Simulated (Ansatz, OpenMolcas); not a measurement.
**How methods differ on CH6GaN (SMILES [CH3][GaH][NH2])**

The species is CH6GaN (9 atoms), meant as a singlet with charge 0. As SMILES, `[CH3][GaH][NH2]`. Geometry: relaxed at PBE0-D4/def2-TZVP.

```xyz
9

C    -0.2791    0.9447   -1.1248
Ga    0.5134   -0.5319   -0.1044
N    -0.0682   -0.8076    1.5968
H    -0.7560    0.5683   -2.0331
H     0.4934    1.6522   -1.4356
H    -1.0263    1.4835   -0.5401
H     1.6179   -1.5213   -0.6087
H     0.2765   -1.5366    2.1977
H    -0.7716   -0.2513    2.0522
```

Each level gives the vertical ionisation energy (to the doublet cation) (eV). The values are calculated.

```csv
level,kind,program,value (eV),less CCSD(T)/6-31G*,CPU time (all runs)
SVWN5/6-31G* (spherical functions),LDA,Ansatz,9.38,+0.35,13 s
revPBE/6-31G* (spherical functions),GGA,Ansatz,9.13,+0.10,24 s
TPSS/6-31G* (spherical functions),meta-GGA,OpenMolcas,9.29,+0.26,3.4 min
PBE0/6-31G* (spherical functions),global hybrid,OpenMolcas,9.30,+0.27,95 s
r2SCAN0/6-31G* (spherical functions),hybrid meta-GGA,Ansatz,9.20,+0.17,44 s
B3LYP/6-31G* (Cartesian functions),global hybrid,OpenMolcas,9.38,+0.35,2.2 min
RPA@PBE/6-31G* (spherical functions),RPA,Ansatz,8.78,-0.25,43 s
"CCSD(T)/6-31G* (spherical functions), open shells restricted",coupled cluster or CI,OpenMolcas,9.03,0.00,75 s
```

Differences are taken from CCSD(T)/6-31G* (spherical functions), open shells restricted for orientation; it has basis-set and higher-order errors of its own. All-electron rows without a relativistic Hamiltonian named are non-relativistic. The values span 8.78 to 9.38 eV. In the correlated wave-function rows the outer d shell of Ga is correlated, in sets not made for it. CPU times are rough (shared hosts, several kinds of processor): they show what a rung costs within a factor of a few.

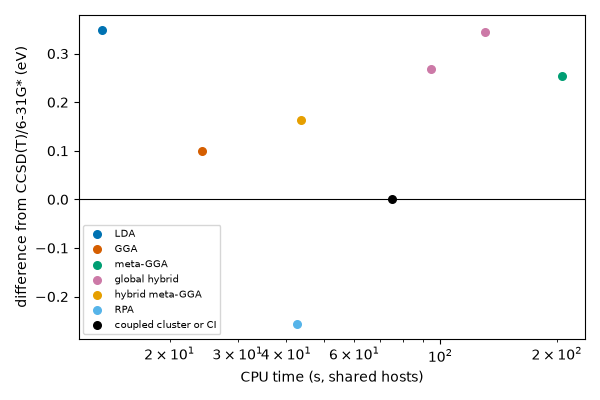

Difference from CCSD(T)/6-31G* against processor time, one point a level.
